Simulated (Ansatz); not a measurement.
**A workflow on C4H4S (thiophene)**

Wanted: a series of 16 runs (HF/STO-3G, UHF/STO-3G, HF/3-21G, UHF/3-21G, HF/6-31G*, B3LYP/6-31G*, PBE/def2-SVP, MP2/6-31G*) of C4H4S. 

The results are computed with Ansatz 0.2.0.

### Step 1. The system as given

The species is C4H4S (9 atoms), meant as a singlet with charge 0. SMILES: `c1ccsc1`. The coordinates come from a PBE0-D4/def2-TZVP relaxation. The run starts from this shape.

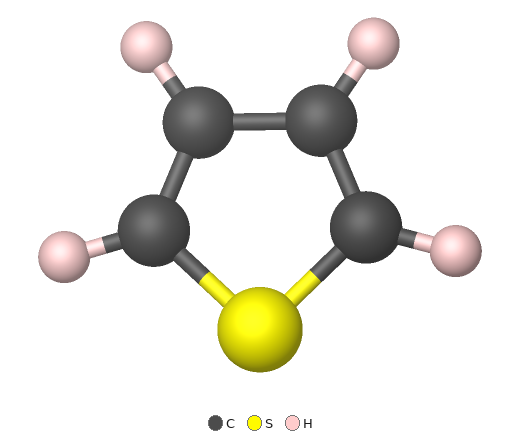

The structure, seen from a chosen angle (carbon dark grey, sulfur yellow, hydrogen pink).

### Step 2. A structure relaxation at HF/STO-3G (run 1)

The input, job.yaml:

```yaml
crystal:
  periodic: [false, false, false]
  atoms:
    - {symbol: C, position_ang: [0.186540, 0.976610, 0.011980]}
    - {symbol: C, position_ang: [0.967950, -0.201570, 0.105640]}
    - {symbol: C, position_ang: [0.212410, -1.334510, 0.033830]}
    - {symbol: S, position_ang: [-1.442710, -0.968540, -0.146990]}
    - {symbol: C, position_ang: [-1.143300, 0.709570, -0.128670]}
    - {symbol: H, position_ang: [0.592310, 1.978910, 0.047300]}
    - {symbol: H, position_ang: [2.043620, -0.209320, 0.221250]}
    - {symbol: H, position_ang: [0.542160, -2.361140, 0.077720]}
    - {symbol: H, position_ang: [-1.958980, 1.409980, -0.222080]}
basis:
  gaussian:
    orbitals: STO-3G
total_charge: 0
magnetization:
  spin_polarized: false
  initial_magnetization: 0
hamiltonian:
  xc: hf
relax:
  f_tol: 0.002
output: {orbitals: {seedname: orbitals}}
```

On the command line:

```sh
ansatz run job.yaml --threads 1 --pin off --max-ram 3480MiB --events-out events.jsonl --progress --plain --runs-dir runs
```

Output:

```text
Warning: RAYON_NUM_THREADS=1 ignored (pool sized by the plan → 1); use --threads N
The last accepted step is kept in runs//last_step.txt (removed where the run ends without a failure and the disk answers)
[... 49 lines left out ...]
Total energy: -14832.71741874 eV, -545.0923111619 hartree
[... 9 lines left out ...]
Dipole moment:    -0.018076    -0.012135    -0.001842 e Å
```

Wall time 4.8 s (1 thread of Arm Neoverse V1, shared host); peak memory 0.093 GiB.

The path in brief:

```
step  energy from the first frame kept (eV)  largest force (eV/Å)
   1                                 0.0000                2.3515
   2                                -0.0802                0.9587
   3                                -0.0966                0.0984
   4                                -0.0970                0.0354
   5                                -0.0971                0.0093
   6                                -0.0971                0.0016
```

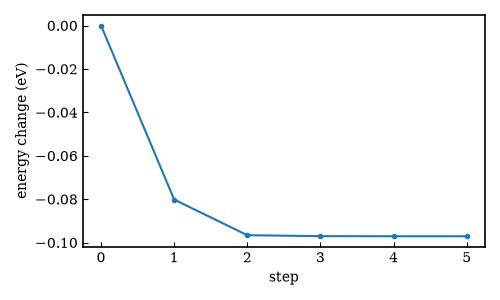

Energy along the run.

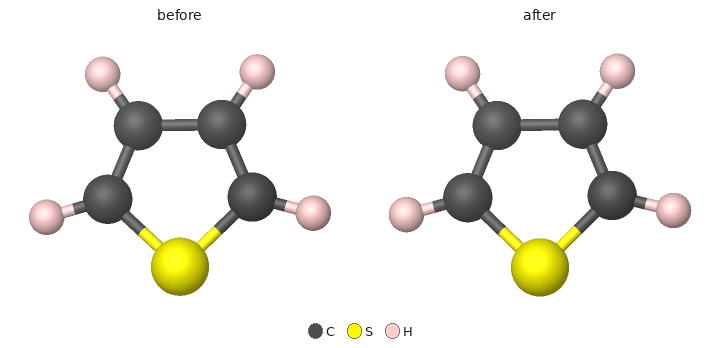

Before and after, at one scale.

After the run. Bond lengths: C1–C2 1.454 Å, C2–C3 1.335 Å, C3–S4 1.732 Å, C1–C5 1.335 Å, S4–C5 1.732 Å, C1–H6 1.080 Å, C2–H7 1.080 Å, C3–H8 1.079 Å, C5–H9 1.079 Å. Some angles: C1–C2–C3 112.1°, C2–C1–C5 112.1°, C2–C3–S4 112.8°, C3–S4–C5 90.4°, C1–C5–S4 112.8°, C1–C2–H7 123.2°, C3–C2–H7 124.8°, C2–C1–H6 123.2°, C5–C1–H6 124.8°, C2–C3–H8 126.8°.

### Step 3. Vibrational wavenumbers at HF/STO-3G (run 2)

The input, input.yaml:

```yaml
crystal:
  periodic: [false, false, false]
  atoms:
    - {symbol: C, position_ang: [0.163877, 0.983853, 0.009475]}
    - {symbol: C, position_ang: [0.965893, -0.225400, 0.105641]}
    - {symbol: C, position_ang: [0.219231, -1.329198, 0.034525]}
    - {symbol: S, position_ang: [-1.468164, -0.985630, -0.149582]}
    - {symbol: C, position_ang: [-1.135801, 0.713870, -0.127920]}
    - {symbol: H, position_ang: [0.586135, 1.977569, 0.046579]}
    - {symbol: H, position_ang: [2.040011, -0.214549, 0.220970]}
    - {symbol: H, position_ang: [0.567385, -2.349445, 0.080283]}
    - {symbol: H, position_ang: [-1.938568, 1.428919, -0.219990]}
basis:
  gaussian: {orbitals: STO-3G}
hamiltonian: {xc: hf}
phonons: {temperatures: {t_min: 298.15, t_max: 298.15, t_step: 1}}
```

On the command line:

```sh
ansatz run input.yaml --threads 1 --pin off --max-ram 3480MiB --events-out events.jsonl --progress --plain --runs-dir runs
```

Output:

```text
Warning: RAYON_NUM_THREADS=1 ignored (pool sized by the plan → 1); use --threads N
[... 295 lines left out ...]
Total energy: -14832.71742567 eV, -545.0923114162 hartree
[... 9 lines left out ...]
Dipole moment:    -0.018074    -0.012134    -0.001842 e Å
Vibrations: 495.60 661.29 729.05 875.34 888.72 909.65 992.04 1054.58 1137.12 1143.49 1174.99 1291.70 1297.73 1511.15 1660.04 1772.67 1923.31 3725.06 3738.21 3759.87 3769.11 cm⁻¹, zero-point energy 2.139393 eV
```

Wall time 32 s (1 thread of Arm Neoverse V1, shared host).

Runs 3 to 8 aren't shown in full; the table further down has their settings and results.

### Step 4. A structure relaxation at HF/6-31G(d) (Cartesian functions) (run 9)

The input, run.yaml:

```yaml
crystal:
  periodic: [false, false, false]
  atoms:
    - {symbol: C, position_ang: [0.186540, 0.976610, 0.011980]}
    - {symbol: C, position_ang: [0.967950, -0.201570, 0.105640]}
    - {symbol: C, position_ang: [0.212410, -1.334510, 0.033830]}
    - {symbol: S, position_ang: [-1.442710, -0.968540, -0.146990]}
    - {symbol: C, position_ang: [-1.143300, 0.709570, -0.128670]}
    - {symbol: H, position_ang: [0.592310, 1.978910, 0.047300]}
    - {symbol: H, position_ang: [2.043620, -0.209320, 0.221250]}
    - {symbol: H, position_ang: [0.542160, -2.361140, 0.077720]}
    - {symbol: H, position_ang: [-1.958980, 1.409980, -0.222080]}
basis:
  gaussian:
    orbitals: "6-31G*"
hamiltonian:
  xc: hf
relax:
  f_tol: 0.002
output: {orbitals: {seedname: orbitals}}
```

On the command line:

```sh
ansatz run run.yaml --threads 1 --pin off --max-ram 3480MiB --events-out events.jsonl --progress --plain --runs-dir runs
```

Output:

```text
Warning: RAYON_NUM_THREADS=1 ignored (pool sized by the plan → 1); use --threads N
The last accepted step is kept in runs//last_step.txt (removed where the run ends without a failure and the disk answers)
[... 55 lines left out ...]
Total energy: -15001.37462436 eV, -551.2903491482 hartree
[... 9 lines left out ...]
Dipole moment:     0.154623     0.103803     0.015750 e Å
```

It took 16 s on 1 thread of Arm Neoverse V1, shared host; peak memory 0.16 GiB.

Step by step:

```
step  energy from the first frame kept (eV)  largest force (eV/Å)
   1                                 0.0000                1.1213
   2                                -0.0261                0.5173
   3                                -0.0347                0.0664
   4                                -0.0349                0.0144
   5                                -0.0349                0.0063
   6                                -0.0349                0.0053
   7                                -0.0349                0.0004
```

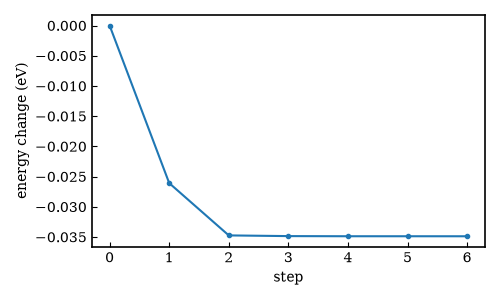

Energy along the run.

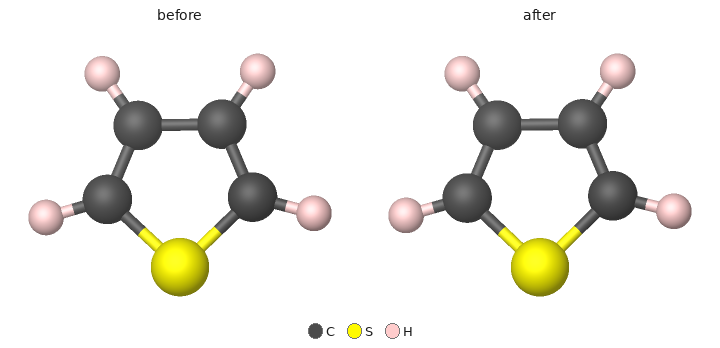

Before and after, at one scale.

After the run. Bond lengths: C1–C2 1.437 Å, C2–C3 1.345 Å, C3–S4 1.726 Å, C1–C5 1.345 Å, S4–C5 1.726 Å, C1–H6 1.074 Å, C2–H7 1.074 Å, C3–H8 1.071 Å, C5–H9 1.071 Å. Some angles: C1–C2–C3 112.5°, C2–C1–C5 112.5°, C2–C3–S4 111.8°, C3–S4–C5 91.3°, C1–C5–S4 111.8°, C1–C2–H7 123.8°, C3–C2–H7 123.7°, C2–C1–H6 123.8°, C5–C1–H6 123.7°, C2–C3–H8 127.8°.

Runs 10 to 15 aren't shown in full; the table further down has their settings and results.

### Step 5. The harmonic vibrations at MP2/6-31G(d) (Cartesian functions) (run 16)

The input, input.yaml:

```yaml
crystal:
  periodic: [false, false, false]
  atoms:
    - {symbol: C, position_ang: [0.192315, 0.982409, 0.012553]}
    - {symbol: C, position_ang: [0.975489, -0.198426, 0.106399]}
    - {symbol: C, position_ang: [0.212800, -1.341736, 0.033970]}
    - {symbol: S, position_ang: [-1.455841, -0.977367, -0.148451]}
    - {symbol: C, position_ang: [-1.149780, 0.712712, -0.129366]}
    - {symbol: H, position_ang: [0.594789, 1.989307, 0.047479]}
    - {symbol: H, position_ang: [2.054120, -0.211009, 0.222356]}
    - {symbol: H, position_ang: [0.543784, -2.371293, 0.078049]}
    - {symbol: H, position_ang: [-1.967675, 1.415393, -0.223010]}
basis:
  gaussian:
    orbitals: "6-31G*"
magnetization:
  spin_polarized: false
correlation:
  method: mp2
phonons:
  temperatures: {t_min: 298.15, t_max: 298.15, t_step: 1}
```

On the command line:

```sh
ansatz run input.yaml --threads 1 --pin off --max-ram 3480MiB --events-out events.jsonl --progress --plain --runs-dir runs
```

Output:

```text
Warning: RAYON_NUM_THREADS=1 ignored (pool sized by the plan → 1); use --threads N
[... 41 lines left out ...]
9 core orbitals not correlated: weight in the atoms' cores, before any rotation towards them, 1.000 or more for the frozen orbitals, at most 0.000 for the correlated occupied ones
[... 187 lines left out ...]
9 core orbitals not correlated: weight in the atoms' cores, before any rotation towards them, 1.000 or more for the frozen orbitals, at most 0.000 for the correlated occupied ones
[... 187 lines left out ...]
Dipole moment:     0.091047     0.061122     0.009258 e Å
[... 1 line left out ...]
Checks for a lower state left out: cluster_reference
```

Run time: 3.2 min. Hardware: 1 thread of Arm Neoverse V1, shared host; peak memory 0.22 GiB.

### Step 6. The series

```
run                               level         task  walk f tol  partner  energy (Eh)  dipole moment (D)  wall time
  1                           HF/STO-3G     optimise       0.002     base  -545.092311               0.10      4.8 s
  2                           HF/STO-3G  frequencies           –     base  -545.092311               0.10       32 s
  3                          UHF/STO-3G       energy           –   cation  -544.875690                  –      1.3 s
  4                          UHF/STO-3G     optimise           –   cation  -544.883661                  –      7.8 s
  5                            HF/3-21G     optimise       0.002     base  -548.473477               1.34      7.2 s
  6                            HF/3-21G  frequencies           –     base  -548.473476               1.34       38 s
  7                           UHF/3-21G       energy           –   cation  -548.173765                  –        3 s
  8                           UHF/3-21G     optimise           –   cation  -548.186985                  –       17 s
  9     HF/6-31G* (Cartesian functions)     optimise       0.002     base  -551.290349               0.90       16 s
 10     HF/6-31G* (Cartesian functions)  frequencies           –     base  -551.290349               0.90       90 s
 11  B3LYP/6-31G* (Cartesian functions)     optimise       0.002     base  -553.002630               0.63       33 s
 12  B3LYP/6-31G* (Cartesian functions)  frequencies           –     base  -553.002630               0.63       84 s
 13                        PBE/def2-SVP     optimise       0.002     base  -552.400733               0.37       24 s
 14                        PBE/def2-SVP  frequencies           –     base  -552.400733               0.37      100 s
 15    MP2/6-31G* (Cartesian functions)     optimise       0.002     base  -551.924977               0.53       22 s
 16    MP2/6-31G* (Cartesian functions)  frequencies           –     base  -551.924977               0.53    3.2 min
```

### Step 7. Results

| quantity | value |
| --- | --- |
| run 16, MP2/6-31G*: total energy | -551.92498 Eh |
| run 16, MP2/6-31G*: dipole moment (correlated density) | 0.53 D |
| run 16, MP2/6-31G*: correlation energy (9 core orbitals frozen) | -636.9 mEh |
| run 16, MP2/6-31G*: largest force on an atom | 0.002 eV/Å |
| run 16, MP2/6-31G*: lowest harmonic wavenumber | 454 cm⁻¹ |
| run 16, MP2/6-31G*: highest harmonic wavenumber | 3308 cm⁻¹ |
| run 16, MP2/6-31G*: zero-point energy | 176.7 kJ/mol |
| vertical ionisation energy (to the doublet cation), HF/STO-3G | 5.895 eV |
| vertical ionisation energy (to the doublet cation), HF/3-21G | 8.156 eV |
| adiabatic ionisation energy (to the doublet cation, no zero-point term), HF/STO-3G | 5.678 eV |
| adiabatic ionisation energy (to the doublet cation, no zero-point term), HF/3-21G | 7.796 eV |

At HF/STO-3G: removing an electron at fixed nuclei costs 5.89 eV (569 kJ/mol). Its partner is spin-contaminated (⟨S²⟩ = 1.13 against 0.75), so the difference is in doubt. In a minimal basis such a difference can be off by several eV, whatever the method. At HF/3-21G: removing an electron at fixed nuclei costs 8.16 eV (787 kJ/mol). At HF/STO-3G: the adiabatic ionisation energy (to the doublet cation, no zero-point term) is 5.68 eV (548 kJ/mol). Its partner is spin-contaminated (⟨S²⟩ = 1.27 against 0.75), so the difference is in doubt. Totals of different functionals can't be ranked against each other. In runs 15, 16 the log says that unrestricted orbitals would lower the reference, so the values rest on an unstable closed-shell determinant (other closed-shell runs at this shape may share the fault). In runs 1, 2, 3, 4 the basis is minimal, so the values are rough. Spin contamination of the reference: run 4 ⟨S²⟩ = 1.27, run 3 ⟨S²⟩ = 1.13. All runs together took 11 min, the longest 3.2 min.
